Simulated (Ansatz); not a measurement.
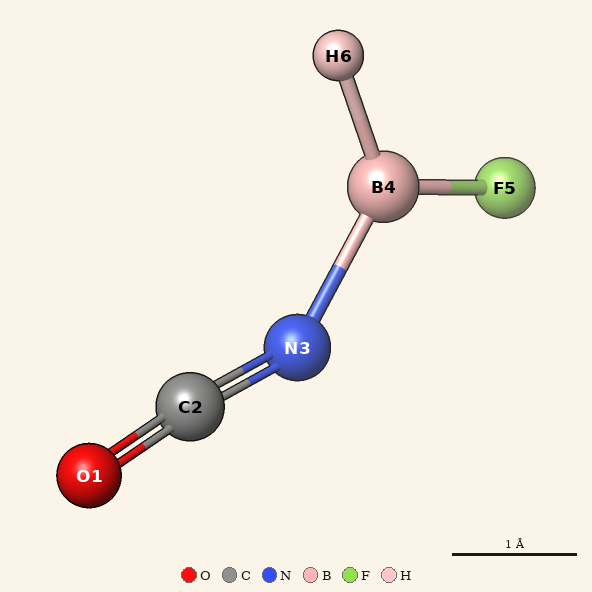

Source: calculation with Ansatz.

Orthographic view. Distant atoms are faded towards the background colour. Geometry: atoms displaced at random (about 0.04 Å) from a stationary point of PBE0-D4.

Write a MOL file (V2000) with the atoms in numerical order, bonds sorted by atom number with the orders drawn, and coordinates in the frame of the picture: x right, y up, z towards the viewer, origin at the mean position.

```
CHBFNO
                    3D

  6  5  0  0  0  0  0  0  0  0999 V2000
   -1.7100   -1.6100    1.1600 O   0  0  0  0  0  0  0  0  0  0  0  0
   -0.8900   -1.0500    0.5400 C   0  0  0  0  0  0  0  0  0  0  0  0
   -0.0200   -0.5700   -0.1100 N   0  0  0  0  0  0  0  0  0  0  0  0
    0.6700    0.7300   -0.4100 B   0  0  0  0  0  0  0  0  0  0  0  0
    1.6500    0.7200   -1.2700 F   0  0  0  0  0  0  0  0  0  0  0  0
    0.3100    1.7900    0.1000 H   0  0  0  0  0  0  0  0  0  0  0  0
  1  2  2  0
  2  3  2  0
  3  4  1  0
  4  5  1  0
  4  6  1  0
M  END
```
